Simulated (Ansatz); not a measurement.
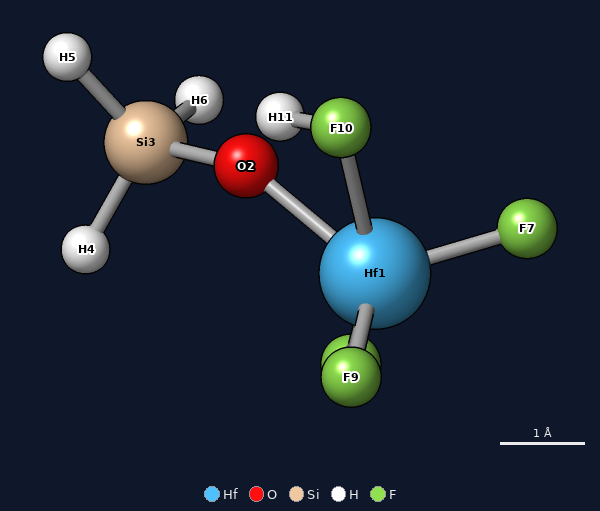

Fig. 1: The structure as given in the input (ball-and-stick view, seen at a tilt; atoms are numbered from 1 in the order of the input). Sticks mark near contacts. Bond lengths as drawn: F–H 1.06 Å, F–Hf 1.91 to 2.23 Å, Hf–O 2.07 Å, H–Si 1.49 Å and O–Si 1.69 Å.

Run report: HfSiH$_{4}$OF$_{4}$, frequency calculation

HfSiH$_{4}$OF$_{4}$, computed with RKS PBE0-D4/def2-SVP (Ansatz 0.2.0).

It belongs to a series of runs on one base structure; here: vibrations at the highest image of the band. Figures and captions count atoms from 1; the log counts them from 0 in places.

**Output**
```
Engine: ansatz 0.2.0, x86_64-unknown-linux-gnu
Functional definition: PBE0
  parameter a = 0.25
  parameter kappa = 0.804
  parameter beta = 0.06672455060314922
  exchange = (1 - a)*pbe_x(kappa = kappa, mu = beta*pi^2/3) + a*exact_x
  correlation = pbe_c(beta = beta)
1425 factors; integrals over basis functions are off by at most 3.6e-4 eV
mean field evaluation 1: about -22136.0603 eV, gradient 7.5e1 eV
mean field evaluation 2: about -22109.6023 eV, gradient 1.5e2 eV
mean field evaluation 4: about -22145.1803 eV, gradient 6.1e0 eV
mean field evaluation 8: about -22145.2873 eV, gradient 6.8e-2 eV
mean field evaluation 16: about -22145.2873 eV, gradient 4.8e-5 eV
mean field -22145.28726094 eV, -813.8242962247 hartree, gradient 4.8e-5 eV, S^2 0.000000; 0 other end points of the search recorded, 0 dependent functions left out
the calculation of the forces begins
reference -22145.28732028 eV, -813.8242984053 hartree; 37, 37 occupied and 103, 103 virtual orbitals, 1425 factors
these checks for a lower state are left out or cut short: stability, starts, cluster_reference, orbital_swaps, neighbouring_geometries, increment
1425 factors; integrals over basis functions are off by at most 3.6e-4 eV
mean field -22145.28713314 eV, -813.8242915282 hartree, gradient 2.7e-6 eV, S^2 0.000000; 0 other end points of the search recorded, 0 dependent functions left out
[... from here on the field's lines of each further geometry are left out, up to the last ...]
the calculation of the forces begins
reference -22145.28725607 eV, -813.8242960456 hartree; 37, 37 occupied and 103, 103 virtual orbitals, 1425 factors
these checks for a lower state are left out or cut short: stability, starts, cluster_reference, orbital_swaps, neighbouring_geometries, increment
1425 factors; integrals over basis functions are off by at most 3.6e-4 eV
mean field -22145.28723802 eV, -813.8242953823 hartree, gradient 1.4e-6 eV, S^2 0.000000; 0 other end points of the search recorded, 0 dependent functions left out
the calculation of the forces begins
reference -22145.28729736 eV, -813.8242975631 hartree; 37, 37 occupied and 103, 103 virtual orbitals, 1425 factors
WARN: phonons: modes at or below zero, which the zero-point energy, F, S and C_V leave out: 1, the lowest at -210.35 cm⁻¹. A minimum has none, and a first-order saddle one
Total energy: -22145.48159479 eV, -813.8314378621 hartree
Atom 0 at     0.079663    -0.302038     0.018573 Å, force    -0.004812     0.006863     0.001844 eV/Å
Atom 1 at    -0.295534    -0.662022     2.026045 Å, force    -0.000756    -0.013664     0.002527 eV/Å
Atom 2 at    -1.339877    -0.310971     3.303401 Å, force    -0.004369     0.006514    -0.010635 eV/Å
Atom 3 at    -2.744128    -0.435779     2.825080 Å, force    -0.002577    -0.001903     0.004846 eV/Å
Atom 4 at    -1.072756    -1.291530     4.392976 Å, force     0.004919     0.000910    -0.000046 eV/Å
Atom 5 at    -1.078661     1.075259     3.781797 Å, force    -0.000454     0.000439     0.000798 eV/Å
Atom 6 at     1.528267     0.826013    -0.492684 Å, force     0.004201     0.000510    -0.001330 eV/Å
Atom 7 at    -1.409512     0.884042    -0.097786 Å, force     0.003089    -0.000781     0.002354 eV/Å
Atom 8 at    -0.360938    -1.637954    -1.267381 Å, force    -0.000054    -0.001188    -0.000472 eV/Å
Atom 9 at     1.467875    -1.685154     1.084960 Å, force     0.001589    -0.002105     0.000135 eV/Å
Atom 10 at     0.784501    -1.416868     1.850520 Å, force    -0.000774     0.004404    -0.000020 eV/Å
Dipole moment:    -0.130110    -0.109863     0.622499 e Å
Vibrations: -210.35 31.00 35.89 73.52 85.57 152.06 154.51 173.65 180.19 223.39 382.64 407.21 658.44 673.00 674.73 724.51 738.58 900.78 945.02 949.76 995.00 1053.41 1142.22 2040.69 2258.38 2264.02 2269.03 cm⁻¹, zero-point energy 1.251447 eV
```

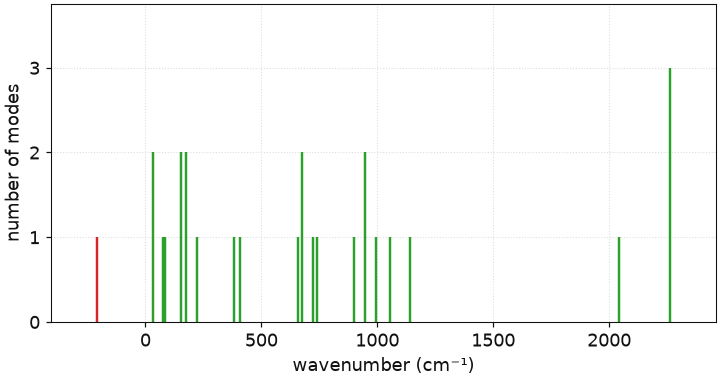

Fig. 2: Harmonic vibrational wavenumbers from the force constants; neighbouring modes closer than 11 cm⁻¹ are counted in one stick, and imaginary ones are drawn at negative wavenumbers. 27 modes from 210i to 2269 cm⁻¹, 1 imaginary beyond 8i (210i cm⁻¹): a first-order saddle point, if the geometry is stationary.

The run was set up as follows.

**The input**
```yaml
crystal:
  periodic: [false, false, false]
  atoms:
    - { symbol: Hf, position_ang: [0.079663, -0.302038, 0.018573] }
    - { symbol: O, position_ang: [-0.295534, -0.662022, 2.026045] }
    - { symbol: Si, position_ang: [-1.339877, -0.310971, 3.303401] }
    - { symbol: H, position_ang: [-2.744128, -0.435779, 2.82508] }
    - { symbol: H, position_ang: [-1.072756, -1.29153, 4.392976] }
    - { symbol: H, position_ang: [-1.078661, 1.075259, 3.781797] }
    - { symbol: F, position_ang: [1.528267, 0.826013, -0.492684] }
    - { symbol: F, position_ang: [-1.409512, 0.884042, -0.097786] }
    - { symbol: F, position_ang: [-0.360938, -1.637954, -1.267381] }
    - { symbol: F, position_ang: [1.467875, -1.685154, 1.08496] }
    - { symbol: H, position_ang: [0.784501, -1.416868, 1.85052] }
basis:
  gaussian: { orbitals: def2-SVP }
hamiltonian:
  xc: pbe0
  dispersion: d4
phonons: {}
```

Run as:
```bash
ansatz run input.yaml --threads 4 --pin off --max-ram 5120MiB --backend cpu --events-out ev --progress --plain --runs-dir out
```

**Results in brief**

```csv
quantity,value
outcome,converged
total energy,−22145.4816 eV
mean-field energy,−22145.2873 eV
largest force (length of the vector),0.014 eV/Å
hardware,"4 threads of Intel Xeon (Sapphire Rapids), 16 GiB of memory available, shared host"
wall time,2.1 min (CPU time 7.6 min)
peak memory,0.44 GiB
```
